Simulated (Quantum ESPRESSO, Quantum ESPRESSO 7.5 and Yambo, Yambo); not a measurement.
# Beyond one shot: Diamond (Fd-3m, 2 atoms a cell)

How far does self-consistency move the gap of Diamond (Fd-3m, 2 atoms a cell)?

Method: PBE and many-body steps on it, plane waves, in Quantum ESPRESSO 7.5 and Yambo 5.3.0.

**What was measured.**

- Gap 5.5 eV: band gap, experimental literature value; bulk crystal (quoted in “Fermi level pinning by defects can explain the large reported carbon 1s binding energy variations in diamond”, 2019, arxiv:1902.02958).

- Gap 5.47 eV: experimental band gap used as input; bulk crystal (quoted in “Enhanced Electron Emission Performance and Air‐Surface Stability in ScO‐Terminated Diamond for Thermionic Energy Converters”, 2024, pmc:11600692).

Report form: the programs' logs are mostly left out.

## Step 1: The starting structure

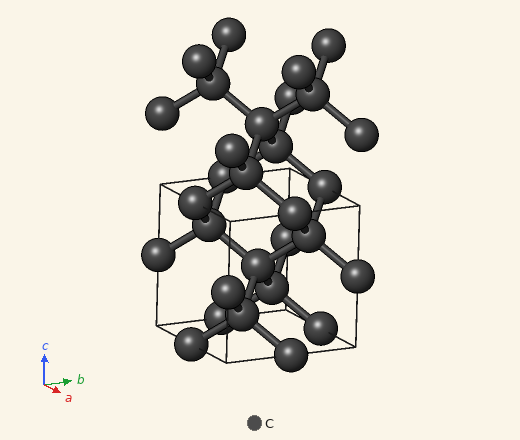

Start, viewed slightly off an axis; carbon dark grey. 1×1×2 cells are drawn. This picture shows the conventional cell, with its axes. Some periodic images of atoms are drawn too.

The cell and positions come from the Crystallography Open Database and are kept as given unless a step says otherwise.

## Step 2: Empty states on the mesh, 6×6×6 mesh, 51 bands

This step: Quantum ESPRESSO 7.5; DFT, PBE, plane waves, norm-conserving pseudopotentials.

The sums over transitions need many empty states on a uniform mesh; this step solves for them.

Contents of pw.in:

```
&control
  calculation = 'nscf'
  prefix = 'x'
  outdir = 'o'
  pseudo_dir = 'pseudo'
/
&system
  ibrav = 0
  nat = 2
  ntyp = 1
  ecutwfc = 74.0
  nbnd = 51
  force_symmorphic = .true.
/
&electrons
  conv_thr = 1e-9
  electron_maxstep = 80
  diago_full_acc = .true.
  diago_thr_init = 5e-6
/
ATOMIC_SPECIES
  C 12.011 C.upf
CELL_PARAMETERS angstrom
  -0.0000000000 1.7833700000 1.7833700000
  1.7833700000 -0.0000000000 1.7833700000
  1.7833700000 1.7833700000 0.0000000000
ATOMIC_POSITIONS crystal
  C 0.0000000000 0.0000000000 0.0000000000
  C 0.2500000000 0.2500000000 0.2500000000
K_POINTS automatic
  6 6 6 0 0 0
```

Started as:

```sh
> OMP_NUM_THREADS=1 mpirun -n 8 pw.x -nk 4 -in pw.in > pw.out
```

The job ended after 1.5 s (8 MPI ranks of Arm Neoverse V1, shared host; peak memory 0.05 GiB; 11 s of CPU time).

This step gave:

| Quantity | Value |
| --- | --- |
| gap | 4.207 eV |
| k of the valence top | 0, 0, 0 |
| k of the conduction bottom | 0, 0.3333, 0.3333 |
| least direct gap | 5.626 eV |
| k points computed | 16 |
| lowest point of the top converged band, above the valence top | 119.3721 eV |

On this mesh the gap is 4.207 eV.

The density comes from a self-consistent run that is not shown.

## Step 3: Conversion and set-up

This step: Yambo 5.3.0; conversion and set-up on PBE, plane waves, norm-conserving pseudopotentials.

The states are converted to the many-body program's format and the q mesh is built.

Started as:

```sh
> (cd o/x.save; p2y > p2y.log; mv SAVE ../..); yambo > setup.log
```

The job ended after 1.6 s (1 MPI rank; peak memory 0.23 GiB).

## Step 4: G0W0

Now the one-shot GW correction: screening in the RPA, then the self-energy of the levels asked for.

This step: G0W0 on PBE, plane waves, norm-conserving pseudopotentials.

Contents of gw1.in:

```
HF_and_locXC
gw0
dyson
ppa
em1d
rim_cut
RandQpts= 1000000
RandGvec= 1 RL
EXXRLvcs= 74 Ry
VXCRLvcs= 296 Ry
Chimod= "HARTREE"
% BndsRnXp
 1 | 51 |
%
NGsBlkXp= 15.5 Ry
% LongDrXp
 1 | 1 | 1 |
%
% GbndRnge
 1 | 51 |
%
DysSolver= "n"
ExtendOut
PPAPntXp= 27.21138 eV
% QPkrange
 1 | 16 | 2 | 8 |
%
```

Started as:

```sh
> OMP_NUM_THREADS=1 mpirun -n 8 yambo -F gw1.in -J gw1 -C gw1 > gw1.log
```

Elapsed: 72 s, on 8 MPI ranks; peak memory 2.5 GiB; 9.5 min of CPU time.

Numbers from this step:

* G0W0 gap on the mesh: 5.489 eV
* starting gap on the mesh: 4.207 eV
* k of the valence top: 0, 0, 0
* k of the conduction bottom: 0, 0.3333, 0.3333
* least direct G0W0 gap on the computed points: 7.370 eV
* Z at the valence top: 0.8310
* Z at the conduction bottom: 0.8403

The gap on the mesh goes from 4.21 eV to 5.49 eV, a correction of +1.28 eV.

## Step 5: evGW0, cycle 1

This step: evGW0 on PBE, plane waves, norm-conserving pseudopotentials.

gw2.in, as its differences from gw1.in of step 4:

```diff
@@ -27 +27,2 @@
 %
+GfnQPdb= "E < ./gw1/ndb.QP"
```

Started as:

```sh
> OMP_NUM_THREADS=1 mpirun -n 8 yambo -F gw2.in -J gw2,gw1_W -C gw2 > gw2.log
```

It took 67 s on 8 MPI ranks; peak memory 2.3 GiB; 8.9 min of CPU time.

Numbers from this step:

- quasiparticle gap on the mesh: 5.621 eV
- gap of the density functional on the mesh: 4.207 eV
- k of the valence top: 0, 0, 0
- k of the conduction bottom: 0, 0.3333, 0.3333
- least direct quasiparticle gap on the computed points: 7.548 eV
- Z at the valence top: 0.8356
- Z at the conduction bottom: 0.8500

Against G0W0 in Yambo (6×6×6 mesh, 51 bands, screening to 210.9 eV, Godby-Needs plasmon pole), the gap moves by +0.132 eV.

The program's own table gives 5.813 eV, which is too large where the input levels are shifted: this version takes Σc at the unshifted level E₀, yet steps from the shifted one. The value above is the Newton step from E₀, E₀ + Z(Σc + Σx − Vxc), rebuilt from the printed columns.

## Step 6: evGW0, cycle 2

The corrected levels of the last cycle go back in.

gw3.in, as its differences from gw2.in of step 5:

```diff
@@ -27,2 +27,2 @@
 %
-GfnQPdb= "E < ./gw1/ndb.QP"
+GfnQPdb= "E < ./gw2_fix/ndb.QP"
```

Started as:

```sh
> OMP_NUM_THREADS=1 mpirun -n 8 yambo -F gw3.in -J gw3,gw1_W -C gw3 > gw3.log
```

Elapsed: 68 s, on 8 MPI ranks; peak memory 2.3 GiB.

Numbers from this step:

* quasiparticle gap on the mesh: 5.637 eV
* gap of the density functional on the mesh: 4.207 eV
* k of the valence top: 0, 0, 0
* k of the conduction bottom: 0, 0.3333, 0.3333
* least direct quasiparticle gap on the computed points: 7.570 eV

Against the cycle before, the gap moves by +0.016 eV.

The program's own table gives 5.847 eV, which is too large where the input levels are shifted: this version takes Σc at the unshifted level E₀, yet steps from the shifted one. The value above is the Newton step from E₀, E₀ + Z(Σc + Σx − Vxc), rebuilt from the printed columns.

## Step 7: evGW0, cycle 3

gw4.in, as its differences from gw3.in of step 6:

```diff
@@ -27,2 +27,2 @@
 %
-GfnQPdb= "E < ./gw2_fix/ndb.QP"
+GfnQPdb= "E < ./gw3_fix/ndb.QP"
```

Started as:

```sh
> OMP_NUM_THREADS=1 mpirun -n 8 yambo -F gw4.in -J gw4,gw1_W -C gw4 > gw4.log
```

It took 66 s on 8 MPI ranks; peak memory 2.3 GiB.

This step gave:

* quasiparticle gap on the mesh: 5.639 eV
* gap of the density functional on the mesh: 4.207 eV
* k of the valence top: 0, 0, 0
* k of the conduction bottom: 0, 0.3333, 0.3333
* least direct quasiparticle gap on the computed points: 7.573 eV

Against the cycle before, the gap moves by +0.002 eV.

The program's own table gives 5.851 eV, which is too large where the input levels are shifted: this version takes Σc at the unshifted level E₀, yet steps from the shifted one. The value above is the Newton step from E₀, E₀ + Z(Σc + Σx − Vxc), rebuilt from the printed columns.

## Step 8: evGW, cycle 1

This step: evGW on PBE, plane waves, norm-conserving pseudopotentials.

gw5.in, as its differences from gw4.in of step 7:

```diff
@@ -27,2 +27,3 @@
 %
-GfnQPdb= "E < ./gw3_fix/ndb.QP"
+GfnQPdb= "E < ./gw1/ndb.QP"
+XfnQPdb= "E < ./gw1/ndb.QP"
```

Started as:

```sh
> OMP_NUM_THREADS=1 mpirun -n 8 yambo -F gw5.in -J gw5 -C gw5 > gw5.log
```

It took 72 s on 8 MPI ranks; peak memory 2.5 GiB.

This step gave:

```yaml
quasiparticle_gap_on_the_mesh: 5.804 eV
gap_of_the_density_functional_on_the_mesh: 4.207 eV
k_of_the_valence_top: 0, 0, 0
k_of_the_conduction_bottom: 0, 0.3333, 0.3333
least_direct_quasiparticle_gap_on_the_computed_points: 7.740 eV
```

Against G0W0 in Yambo (6×6×6 mesh, 51 bands, screening to 210.9 eV, Godby-Needs plasmon pole), the gap moves by +0.315 eV.

The program's own table gives 5.983 eV, which is too large where the input levels are shifted: this version takes Σc at the unshifted level E₀, yet steps from the shifted one. The value above is the Newton step from E₀, E₀ + Z(Σc + Σx − Vxc), rebuilt from the printed columns.

## Step 9: evGW, cycle 2

gw6.in, as its differences from gw5.in of step 8:

```diff
@@ -27,3 +27,3 @@
 %
-GfnQPdb= "E < ./gw1/ndb.QP"
-XfnQPdb= "E < ./gw1/ndb.QP"
+GfnQPdb= "E < ./gw5_fix/ndb.QP"
+XfnQPdb= "E < ./gw5_fix/ndb.QP"
```

Started as:

```sh
> OMP_NUM_THREADS=1 mpirun -n 8 yambo -F gw6.in -J gw6 -C gw6 > gw6.log
```

Elapsed: 74 s, on 8 MPI ranks; peak memory 2.5 GiB; 9.7 min of CPU time.

This step gave:

```yaml
quasiparticle_gap_on_the_mesh: 5.886 eV
gap_of_the_density_functional_on_the_mesh: 4.207 eV
k_of_the_valence_top: 0, 0, 0
k_of_the_conduction_bottom: 0, 0.3333, 0.3333
least_direct_quasiparticle_gap_on_the_computed_points: 7.834 eV
```

Against the cycle before, the gap moves by +0.082 eV.

The program's own table gives 6.100 eV, which is too large where the input levels are shifted: this version takes Σc at the unshifted level E₀, yet steps from the shifted one. The value above is the Newton step from E₀, E₀ + Z(Σc + Σx − Vxc), rebuilt from the printed columns.

## Step 10: evGW, cycle 3

gw7.in, as its differences from gw6.in of step 9:

```diff
@@ -27,3 +27,3 @@
 %
-GfnQPdb= "E < ./gw5_fix/ndb.QP"
-XfnQPdb= "E < ./gw5_fix/ndb.QP"
+GfnQPdb= "E < ./gw6_fix/ndb.QP"
+XfnQPdb= "E < ./gw6_fix/ndb.QP"
```

Started as:

```sh
> OMP_NUM_THREADS=1 mpirun -n 8 yambo -F gw7.in -J gw7 -C gw7 > gw7.log
```

Wall time 73 s (8 MPI ranks); peak memory 2.5 GiB; 9.5 min of CPU time.

This step gave:

- quasiparticle gap on the mesh: 5.908 eV
- gap of the density functional on the mesh: 4.207 eV
- k of the valence top: 0, 0, 0
- k of the conduction bottom: 0, 0.3333, 0.3333
- least direct quasiparticle gap on the computed points: 7.859 eV

Against the cycle before, the gap moves by +0.022 eV.

The program's own table gives 6.131 eV, which is too large where the input levels are shifted: this version takes Σc at the unshifted level E₀, yet steps from the shifted one. The value above is the Newton step from E₀, E₀ + Z(Σc + Σx − Vxc), rebuilt from the printed columns.

## Step 11: evGW, cycle 4

gw8.in, as its differences from gw7.in of step 10:

```diff
@@ -27,3 +27,3 @@
 %
-GfnQPdb= "E < ./gw6_fix/ndb.QP"
-XfnQPdb= "E < ./gw6_fix/ndb.QP"
+GfnQPdb= "E < ./gw7_fix/ndb.QP"
+XfnQPdb= "E < ./gw7_fix/ndb.QP"
```

Started as:

```sh
> OMP_NUM_THREADS=1 mpirun -n 8 yambo -F gw8.in -J gw8 -C gw8 > gw8.log
```

It took 74 s on 8 MPI ranks; peak memory 2.5 GiB; 9.7 min of CPU time.

Numbers from this step:

* quasiparticle gap on the mesh: 5.914 eV
* gap of the density functional on the mesh: 4.207 eV
* k of the valence top: 0, 0, 0
* k of the conduction bottom: 0, 0.3333, 0.3333
* least direct quasiparticle gap on the computed points: 7.866 eV

Against the cycle before, the gap moves by +0.006 eV.

The program's own table gives 6.139 eV, which is too large where the input levels are shifted: this version takes Σc at the unshifted level E₀, yet steps from the shifted one. The value above is the Newton step from E₀, E₀ + Z(Σc + Σx − Vxc), rebuilt from the printed columns.

## Step 12: Side by side

Times are wall times on 8 MPI ranks of Arm Neoverse V1, shared host, good to a factor of about two.

```csv
run,mesh,bands,screening cutoff (eV),DFT gap (eV),gap on the mesh (eV),direct (eV),time
G0W0,6×6×6,51,210.9,4.207,5.489,7.370,72 s
"evGW0, cycle 1",6×6×6,51,210.9,4.207,5.621,7.548,67 s
"evGW0, cycle 2",6×6×6,51,210.9,4.207,5.637,7.570,68 s
"evGW0, cycle 3",6×6×6,51,210.9,4.207,5.639,7.573,66 s
"evGW, cycle 1",6×6×6,51,210.9,4.207,5.804,7.740,72 s
"evGW, cycle 2",6×6×6,51,210.9,4.207,5.886,7.834,74 s
"evGW, cycle 3",6×6×6,51,210.9,4.207,5.908,7.859,73 s
"evGW, cycle 4",6×6×6,51,210.9,4.207,5.914,7.866,74 s
```

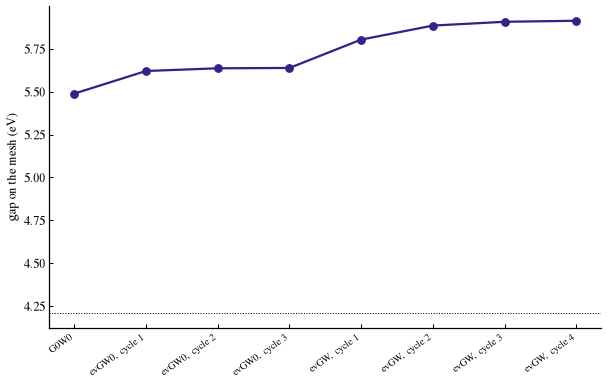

The gap through the cycles; the dotted line is the starting gap.

## Step 13: What came out

```yaml
g0w0: 5.489 eV
evgw0_cycle_1: 5.621 eV
evgw0_cycle_2: 5.637 eV
evgw0_cycle_3: 5.639 eV
evgw_cycle_1: 5.804 eV
evgw_cycle_2: 5.886 eV
evgw_cycle_3: 5.908 eV
evgw_cycle_4: 5.914 eV
known_limits: not at the basis limit; coarse k mesh
```

**Reading.** evGW0 ends at 5.64 eV, +0.15 eV from G0W0, after 3 cycles that took 3.3 min beside the first screening; the last moved the gap by 0.002 eV. evGW ends at 5.91 eV, +0.42 eV from G0W0, after 4 cycles that took 4.9 min beside the first screening; the last moved the gap by 0.006 eV. Against experiment, by evGW, cycle 4: the gap of 5.91 eV lies +0.41 eV from the measured 5.5 eV (kind not stated, quoted 2019); the gap of 5.91 eV lies +0.44 eV from the measured 5.47 eV (kind not stated, quoted 2024). These are gaps on the mesh, at modest bands and cutoff. The calculation has static nuclei and no excitons; a measured gap holds zero-point and thermal motion, which mostly lowers it. Bands and cutoff are finite, so the gap is not at the basis limit. The miss can reach some tenths of an eV and take either sign; the mesh is an error of its own. The 6×6×6 mesh is coarse for this cell, which bears on the long-range parts of exchange and screening.

[Paths, hosts, dates, memory and timing lines, banners, echoed tables and standing remarks are left out of the program output.]

[Logs are printed without paths, hosts, clocks, repeated set-up lines and the standing remarks that a program may print on its own settings, such as how far it seeks lower states.]

[Runs of the session that timed out or met a known fault of the program may be left out.]

[Hosts, paths, dates, database ids (printed as entryN), source tags and the programs' standing remarks are cut or masked in the printed files.]
